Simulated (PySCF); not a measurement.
SMILES C[SiH2]CB(C)C at its GFN2-xTB optimised geometry (Å):

```
19

Si    -0.0693    -1.8303     0.0000
C     -0.6908    -2.7147     1.5640
C     -0.7432    -0.0398     0.0000
B     -0.1997     0.7048    -1.2558
C     -0.9359     0.5800    -2.6476
C      1.1324     1.5492    -1.1537
H      1.4020    -1.8303     0.0000
H     -0.5385    -2.5595    -1.1877
H     -0.3325    -3.7389     1.5925
H     -0.3444    -2.2223     2.4683
H     -1.7758    -2.7470     1.6036
H     -1.8311    -0.1117     0.0168
H     -0.4320     0.4207     0.9383
H     -1.9203     0.1207    -2.5913
H     -1.0452     1.5445    -3.1418
H     -0.3330    -0.0321    -3.3194
H      0.8940     2.5595    -0.8181
H      1.8311     1.1431    -0.4246
H      1.6558     1.6545    -2.1017
```

Calculation: CAM-B3LYP/def2-SVP (PySCF). Cells within 0.4 Å of a nucleus heavier than hydrogen are left out (blank, or x).

Map of the electrostatic potential (hartree/e), clipped to [-0.08, 0.12] on the plane z = 1.5 Å:

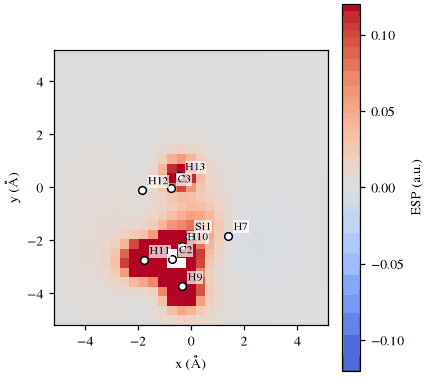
Figure: Electrostatic potential (hartree/e), clipped to [-0.08, 0.12] on the plane z = 1.5 Å.
